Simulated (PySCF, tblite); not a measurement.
# C₄H₁₀NSSi radical: geometry, infrared bands and EPR parameters

Wanted: the infrared bands and EPR parameters of C₄H₁₀NSSi radical (`CS[Si@@H](N)[C@@H]1[CH]C1`), by calculation.

Programs: tblite 0.8.0 and PySCF 2.14.0, with density-fitted response routines of our own. Each step states its level of theory. These are calculated values for one molecule in the gas phase, unless marked as measured. Atoms are numbered from 0 throughout.

### 1 The starting structure

17 atoms, charge 0, multiplicity 2; geometry from: force field or distance geometry start.

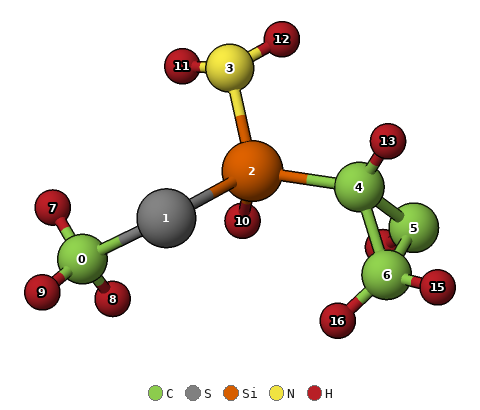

As it starts; carbon green, sulfur grey, silicon orange, nitrogen yellow, hydrogen red, atoms numbered.

### 2 Relaxing the molecule with GFN2-xTB

Job settings and geometry (Å):

```
{"job": {"kind": "relax", "xc": "GFN2-xTB", "basis": "xTB"}, "charge": 0, "multiplicity": 2}
C      2.758600     1.004400     0.453800
S      1.282300     0.417400     1.355800
Si     0.087900    -0.605000    -0.099800
N      0.548600    -2.307500    -0.170700
C     -1.732700    -0.342800     0.219700
C     -2.497500     0.135000    -1.014800
C     -2.237000     1.085700     0.129600
H      3.330500     0.119300     0.131400
H      2.349800     1.525000    -0.442100
H      3.306000     1.667200     1.134500
H      0.388500     0.041300    -1.400500
H      1.410700    -2.398800    -0.749900
H     -0.239600    -2.862500    -0.556500
H     -2.262400    -1.017700     0.893500
H     -1.882600     0.343000    -1.914100
H     -3.164800     1.350700     0.699100
H     -1.453200     1.857300     0.058700
```

Launch:

```bash
OMP_NUM_THREADS=1 python probes_run.py task.json out
```

The driver reads the jobs from task.json and runs them one after another.

The program printed:

```text
step      E/eV     max force
  0    -583.51777    3.067
  1    -583.77887    1.295
  2    -583.87972    0.609
  3    -583.91146    0.549
  4    -583.95956    0.422
  5    -583.97517    0.320
  6    -583.99210    0.279
  7    -584.00612    0.362
  8    -584.02720    0.380
  9    -584.04512    0.347
 10    -584.05857    0.232
 11    -584.06643    0.236
 12    -584.07299    0.228
 13    -584.08026    0.258
 14    -584.08686    0.219
 15    -584.09283    0.246
 16    -584.09916    0.307
 17    -584.10532    0.239
 18    -584.10990    0.157
 19    -584.11284    0.121
 20    -584.11512    0.179
 21    -584.11803    0.208
 22    -584.12201    0.153
 23    -584.12540    0.134
 24    -584.12735    0.099
 25    -584.12950    0.125
 26    -584.13168    0.114
 27    -584.13365    0.151
 28    -584.13519    0.133
 29    -584.13669    0.105
 30    -584.13857    0.126
 31    -584.14104    0.125
 32    -584.14378    0.139
 33    -584.14608    0.105
 34    -584.14758    0.107
 35    -584.14872    0.077
 36    -584.14994    0.082
 37    -584.15141    0.094
 38    -584.15236    0.112
 39    -584.15315    0.083
 40    -584.15365    0.050
 41    -584.15405    0.043
 42    -584.15432    0.042
 43    -584.15461    0.039
 44    -584.15490    0.045
 45    -584.15528    0.055
 46    -584.15569    0.051
 47    -584.15604    0.051
 48    -584.15633    0.043
 49    -584.15665    0.074
 50    -584.15702    0.060
 51    -584.15748    0.060
 52    -584.15800    0.051
 53    -584.15844    0.045
 54    -584.15891    0.058
 55    -584.15975    0.078
 56    -584.16054    0.078
 57    -584.16109    0.048
 58    -584.16141    0.044
 59    -584.16172    0.045
 60    -584.16214    0.055
 61    -584.16257    0.093
 62    -584.16298    0.052
 63    -584.16332    0.041
 64    -584.16363    0.044
 65    -584.16404    0.054
 66    -584.16465    0.052
 67    -584.16516    0.059
 68    -584.16551    0.043
 69    -584.16574    0.054
 70    -584.16597    0.040
 71    -584.16623    0.031
 72    -584.16643    0.042
 73    -584.16659    0.046
 74    -584.16677    0.045
 75    -584.16701    0.033
 76    -584.16728    0.038
 77    -584.16754    0.041
 78    -584.16778    0.055
 79    -584.16805    0.055
 80    -584.16848    0.067
 81    -584.16920    0.089
 82    -584.17021    0.095
 83    -584.17131    0.073
 84    -584.17234    0.089
 85    -584.17352    0.086
 86    -584.17506    0.095
 87    -584.17654    0.086
 88    -584.17750    0.060
 89    -584.17787    0.081
 90    -584.17846    0.059
 91    -584.17893    0.057
 92    -584.18149    0.078
 93    -584.18286    0.079
 94    -584.18420    0.073
 95    -584.18499    0.075
 96    -584.18605    0.071
 97    -584.18712    0.079
 98    -584.18832    0.074
 99    -584.18893    0.083
100    -584.18939    0.056
101    -584.19004    0.066
102    -584.19106    0.081
103    -584.19198    0.062
104    -584.19251    0.058
105    -584.19276    0.058
106    -584.19297    0.050
107    -584.19325    0.044
108    -584.19361    0.042
109    -584.19373    0.023
110    -584.19382    0.026
111    -584.19392    0.029
112    -584.19410    0.036
113    -584.19448    0.044
114    -584.19510    0.059
115    -584.19590    0.073
116    -584.19677    0.086
117    -584.19763    0.082
118    -584.19862    0.062
119    -584.19961    0.055
120    -584.20031    0.051
121    -584.20065    0.046
122    -584.20106    0.044
123    -584.20148    0.041
124    -584.20199    0.055
125    -584.20237    0.083
126    -584.20288    0.103
127    -584.20349    0.072
128    -584.20432    0.071
129    -584.20493    0.050
130    -584.20555    0.048
131    -584.20604    0.053
132    -584.20637    0.056
133    -584.20658    0.049
134    -584.20676    0.037
135    -584.20697    0.022
136    -584.20708    0.023
137    -584.20723    0.022
138    -584.20735    0.027
139    -584.20749    0.034
140    -584.20762    0.032
141    -584.20773    0.030
142    -584.20784    0.030
143    -584.20795    0.025
144    -584.20803    0.018
145    -584.20809    0.016
146    -584.20814    0.016
147    -584.20818    0.015
148    -584.20823    0.018
149    -584.20828    0.015
150    -584.20833    0.014
151    -584.20837    0.017
152    -584.20842    0.022
153    -584.20849    0.027
154    -584.20858    0.026
155    -584.20868    0.025
156    -584.20878    0.022
157    -584.20887    0.020
158    -584.20896    0.023
159    -584.20903    0.018
160    -584.20909    0.019
161    -584.20913    0.017
162    -584.20915    0.012
163    -584.20917    0.009
```

Run time: 1.1 s. Hardware: 1 thread of Intel Xeon 6975P-C, shared host.

Along the way: (not every step is listed)

| step | energy from step 0 (eV) | largest force (eV/Å) |
| --- | --- | --- |
| 0 | 0.0000 | 3.0669 |
| 1 | -0.2611 | 1.2949 |
| 2 | -0.3619 | 0.6092 |
| 3 | -0.3937 | 0.5491 |
| 4 | -0.4418 | 0.4222 |
| 5 | -0.4574 | 0.3201 |
| 6 | -0.4743 | 0.2787 |
| 7 | -0.4883 | 0.3617 |
| 8 | -0.5094 | 0.3803 |
| 23 | -0.6076 | 0.1339 |
| 38 | -0.6346 | 0.1118 |
| 53 | -0.6407 | 0.0447 |
| 68 | -0.6477 | 0.0431 |
| 83 | -0.6535 | 0.0729 |
| 98 | -0.6705 | 0.0737 |
| 113 | -0.6767 | 0.0435 |
| 128 | -0.6866 | 0.0709 |
| 143 | -0.6902 | 0.0246 |
| 158 | -0.6912 | 0.0227 |
| 159 | -0.6913 | 0.0177 |
| 160 | -0.6913 | 0.0186 |
| 161 | -0.6914 | 0.0167 |
| 162 | -0.6914 | 0.0122 |
| 163 | -0.6914 | 0.0093 |

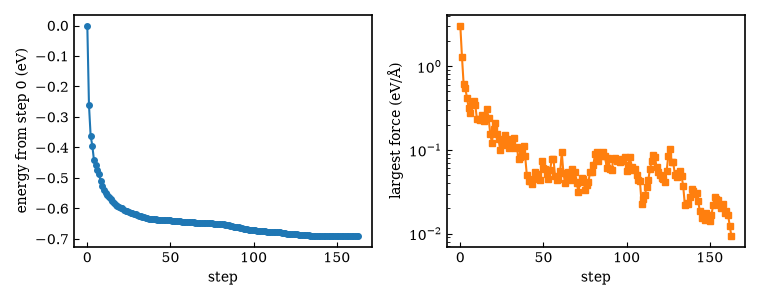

Energy and force, step by step.

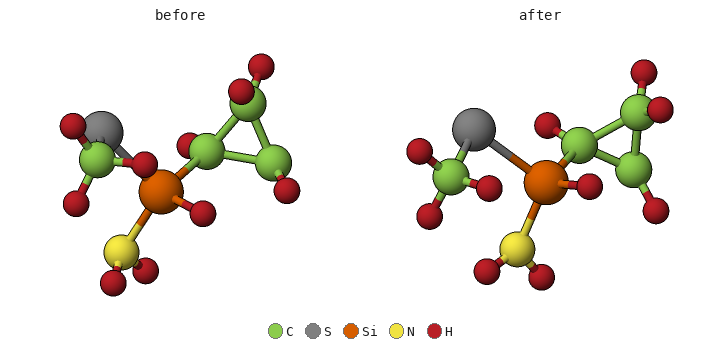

Before and after, at one scale.

Distances of close pairs at the start and the end, largest changes first:

```csv
bond,before (Å),after (Å),change (Å)
C4–C5,1.529,1.453,-0.076
C5–C6,1.510,1.458,-0.053
Si2–N3,1.765,1.718,-0.048
C5–H14,1.109,1.070,-0.039
C6–H15,1.120,1.082,-0.039
N3–H11,1.043,1.006,-0.036
N3–H12,1.038,1.006,-0.032
C0–H8,1.114,1.085,-0.029
```

The end geometry stands in the next job.

### 3 Vibrational analysis with GFN2-xTB

Job settings and geometry (Å):

```
{"job": {"kind": "ir", "xc": "GFN2-xTB", "basis": "xTB"}, "charge": 0, "multiplicity": 2}
C      2.994490     0.501805     0.632674
S      1.366159     0.598574     1.435193
Si     0.141551    -0.060170    -0.205469
N      0.601675    -1.671229    -0.583458
C     -1.657370    -0.104369     0.337161
C     -2.677057    -0.358558    -0.666253
C     -2.616839     0.990949    -0.117937
H      3.271798    -0.538879     0.496960
H      2.967374     1.016866    -0.322265
H      3.703486     0.986457     1.295239
H      0.347124     0.917281    -1.284891
H      1.566431    -1.953519    -0.628373
H      0.028822    -2.241301    -1.182503
H     -1.825127    -0.480961     1.339246
H     -2.600053    -0.705310    -1.675185
H     -3.376437     1.306278     0.584960
H     -2.243024     1.808114    -0.727554
```

The program printed:

```text
mode    cm-1     km/mol
  1      35.2      1.05
  2      38.0      2.35
  3      89.6      2.80
  4     126.8      0.02
  5     147.5      0.20
  6     164.2      2.56
  7     204.6      5.89
  8     225.6     14.37
  9     265.3      1.90
 10     290.9     12.21
 11     378.0    159.97
 12     507.3     62.70
 13     626.0     34.22
 14     656.4     87.74
 15     671.4    141.13
 16     685.8     54.08
 17     729.7      4.55
 18     792.1    256.89
 19     852.2     23.42
 20     905.2    100.18
 21     909.6     95.77
 22     943.2      3.17
 23     952.9     16.68
 24     956.1      1.32
 25    1011.9      7.69
 26    1036.3     29.43
 27    1057.9      0.97
 28    1077.2     29.10
 29    1185.9     29.23
 30    1320.3      4.88
 31    1383.4     11.49
 32    1456.9      4.50
 33    1465.4      4.20
 34    1466.3      2.80
 35    1500.7     69.01
 36    2176.0    264.65
 37    2992.3     30.75
 38    3009.6     34.95
 39    3027.5     12.09
 40    3031.8     14.33
 41    3048.5     27.41
 42    3058.8      2.67
 43    3137.0     59.37
 44    3479.5      6.70
 45    3518.6      0.35
```

Wall time 0.62 s (1 thread of Intel Xeon 6975P-C, shared host).

Which atoms move in the most intense modes:

| cm⁻¹ | km/mol | atoms |
| --- | --- | --- |
| 378 | 160.0 | H12 45 %, H11 34 %, N3 18 % |
| 656 | 87.7 | H10 83 % |
| 671 | 141.1 | H10 58 % |
| 792 | 256.9 | H12 32 %, H11 28 %, Si2 15 %, N3 12 % |
| 905 | 100.2 | H16 18 %, C4 18 %, C5 15 % |
| 910 | 95.8 | N3 40 %, Si2 29 % |
| 1501 | 69.0 | H11 43 %, H12 43 %, N3 11 % |
| 2176 | 264.6 | H10 97 % |

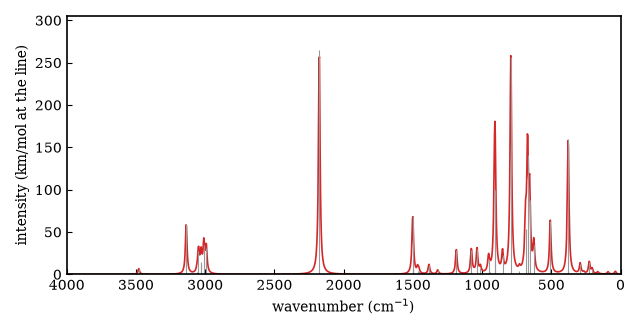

The infrared spectrum from these modes, unscaled. Lines are broadened to a width of 14 cm⁻¹ (Lorentzian).

### 4 EPR parameters: B3LYP/pcH-1

The job, as its differences from that of step 3:

```diff
@@ -1,2 +1,2 @@
-{"job": {"kind": "ir", "xc": "GFN2-xTB", "basis": "xTB"}, "charge": 0, "multiplicity": 2}
+{"job": {"kind": "epr", "basis": "pcH-1"}, "charge": 0, "multiplicity": 2}
 C      2.994490     0.501805     0.632674
```

With the program's defaults for keys left out, this is: UKS B3LYP, pcH-1 on C H N S Si, non-relativistic, mean-field spin-orbit, GIAO.

The program printed:

```text
UKS, coarse grid
  cycle   1  E = -900.78645269  |g| = 4.31e-01
  cycle   2  E = -900.73543292  |g| = 5.51e-01
  cycle   3  E = -900.86827487  |g| = 6.29e-02
  cycle   4  E = -900.86966866  |g| = 3.36e-02
  cycle   5  E = -900.87018915  |g| = 6.60e-03
  cycle   6  E = -900.87021447  |g| = 2.70e-03
  cycle   7  E = -900.87021845  |g| = 8.89e-04
UKS, final grid
  cycle   1  E = -900.87021854  |g| = 9.13e-04
  cycle   2  E = -900.87021837  |g| = 1.14e-03
  cycle   3  E = -900.87021896  |g| = 1.20e-04
  cycle   4  E = -900.87021897  |g| = 6.01e-05
  cycle   5  E = -900.87021897  |g| = 2.67e-05
E = -900.87021897 Eh   <S^2> = 0.7531 (exact 0.7500)
g shifts (ppm)      1          2          3
  rmc          -145       -145       -145
  gc              7          9        -13
  oz_so          79        700        863
  total         -59        564        706
hyperfine (MHz)  atom isotope    a_iso     a_fc   dipolar eigenvalues
    0   13C       1.40       1.40     -0.29     -0.26      0.55
    1   33S       2.63       2.63     -0.99     -0.90      1.89
    2  29Si     -43.26     -43.31     -9.30      4.40      4.90
    3   14N      -0.26      -0.26     -0.22      0.06      0.17
    4   13C     -22.42     -22.42     -5.89     -1.28      7.17
    5   13C     296.49     296.58    -74.58    -70.03    144.61
    6   13C     -16.44     -16.45     -4.19     -0.28      4.47
    7    1H      -0.03      -0.03     -0.45     -0.29      0.74
    8    1H       0.80       0.80     -0.55     -0.27      0.82
    9    1H       1.60       1.60     -0.37     -0.23      0.60
   10    1H       1.81       1.81     -1.97     -1.54      3.51
   11    1H      -0.46      -0.46     -0.84     -0.78      1.63
   12    1H      -0.20      -0.20     -1.74     -1.38      3.12
   13    1H     102.18     102.18     -6.12     -4.55     10.67
   14    1H      -2.87      -2.89    -33.05     -3.64     36.69
   15    1H      71.74      71.74     -5.87     -4.18     10.05
   16    1H      45.43      45.43     -4.92     -2.13      7.06
```

Wall time 69 s (1 thread of Intel Xeon 6975P-C, shared host); peak memory 1 GiB.

Principal g values 2.00226, 2.00288, 2.00302; g(iso) = 2.00272, against 2.00232 for a free electron.

Mean a(iso) over the nuclei that a row names, and the largest dipolar term of the row (other rows stand at the frozen geometry):

| nuclei | isotope | a(iso) (MHz) | a(iso) (G, at g = 2.0023) | largest dipolar term (MHz) |
| --- | --- | --- | --- | --- |
| C5 | 13C | 296.5 | 105.8 | 144.6 |
| H13 | 1H | 102.2 | 36.5 | 10.7 |
| H15 | 1H | 71.7 | 25.6 | 10.0 |
| H16 | 1H | 45.4 | 16.2 | 7.1 |
| Si2 | 29Si | -43.3 | -15.4 | -9.3 |
| C4 | 13C | -22.4 | -8.0 | 7.2 |
| C6 | 13C | -16.4 | -5.9 | 4.5 |
| H14 | 1H | -2.9 | -1.0 | 36.7 |
| S1 | 33S | 2.6 | 0.9 | 1.9 |
| H10 | 1H | 1.8 | 0.6 | 3.5 |
| C0 | 13C | 1.4 | 0.5 | 0.5 |
| H7, H8, H9 | 1H | 0.8 | 0.3 | 0.8 |
| H11, H12 | 1H | -0.3 | -0.1 | 3.1 |
| N3 | 14N | -0.3 | -0.1 | -0.2 |

Mulliken spin populations:

C0 0.00; S1 0.01; Si2 0.03; N3 0.00; C4 -0.03; C5 0.96; C6 -0.04; H7 0.00; H8 0.00; H9 0.00; H10 0.00; H11 0.00; H12 0.00; H13 0.04; H14 -0.02; H15 0.03; H16 0.02

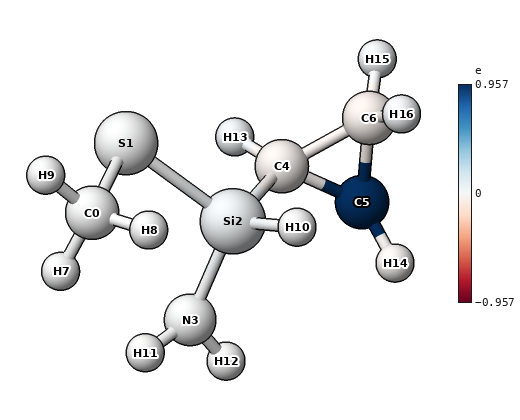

Mulliken spin populations, as colours on the atoms.

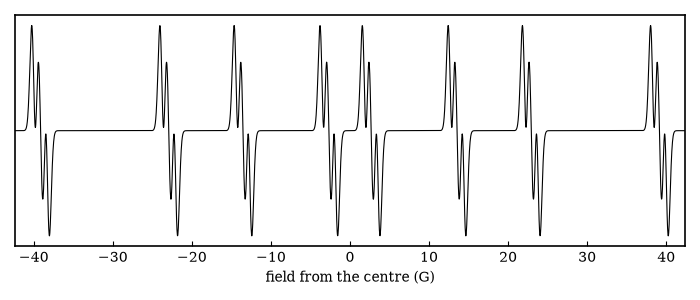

First-order isotropic spectrum (first derivative, main isotopes with spin only, couplings over 0.8 MHz, Gaussian width 0.3 G; couplings of the frozen geometry, rotation of groups not averaged beyond the rows shown).

Orbitals, density, ELF and potential are computed afterwards from the orbital file.

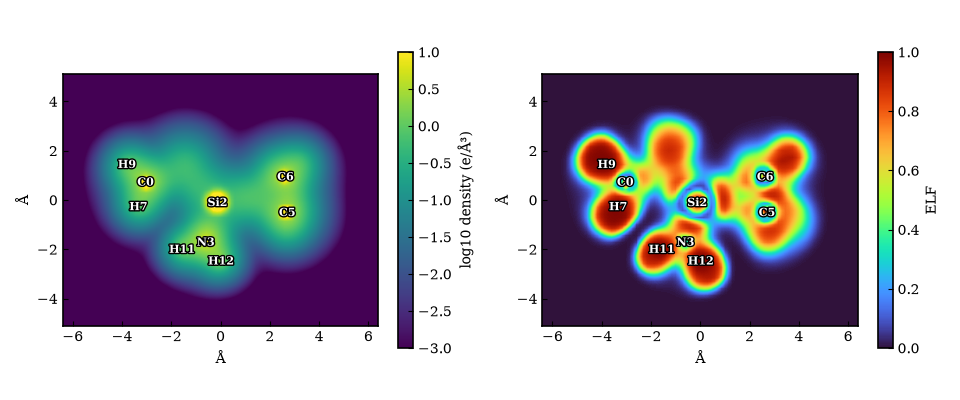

Density (left) and ELF (right) in a plane through or near 9 of the atoms.

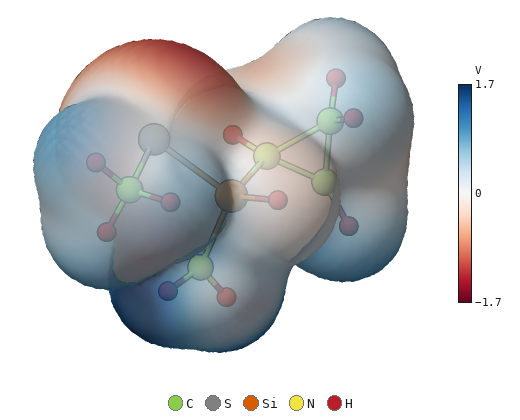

Electrostatic potential on the surface of density 0.002 e/bohr³; red is low, blue high. It runs from -1.20 V near N3 to 1.70 V near H11.

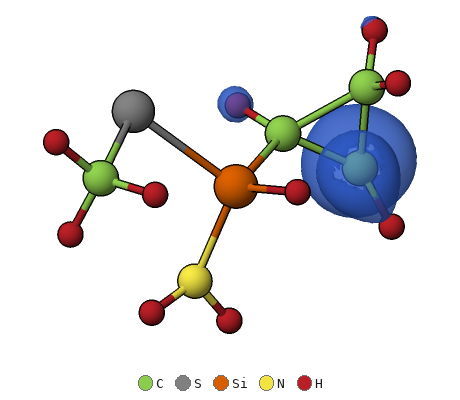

Spin density at ±0.05 e/Å³ (alpha excess blue, beta excess red).

### 5 Summary of results

| quantity | value |
| --- | --- |
| strongest single infrared mode (GFN2-xTB) | 2176 cm⁻¹, 265 km/mol |
| zero-point energy (GFN2-xTB) | 80.9 kcal/mol |
| g(iso) (B3LYP) | 2.00272 |
| ⟨S²⟩ | 0.753 (exact 0.75) |
| largest a(iso) (averaged by class) | 13C on C5, 296.5 MHz |
| potential on the surface of density 0.002 e/bohr³, 1st and 99th percentile | -1.20 V and 1.70 V |

What this shows: The optimisation took 163 steps and gained 0.691 eV; among the close pairs (by a distance rule), C4–C5 changed most, from 1.529 to 1.453 Å. No mode is imaginary among the 45: a minimum at this level. The strongest single mode, at 2176 cm⁻¹, moves mainly H10. GFN2-xTB is a fitted tight-binding method: band positions and strengths are rough. Its intensities can rank the bands wrongly. Most of the unpaired spin sits on C5 (0.96 e). The isotropic g lies 0.4 ppt above the free-electron value. These values are for one conformer; the search (at its own cheap level) found 2 more, at 0.82, 0.83 kcal/mol, and measured spectra average over such forms.
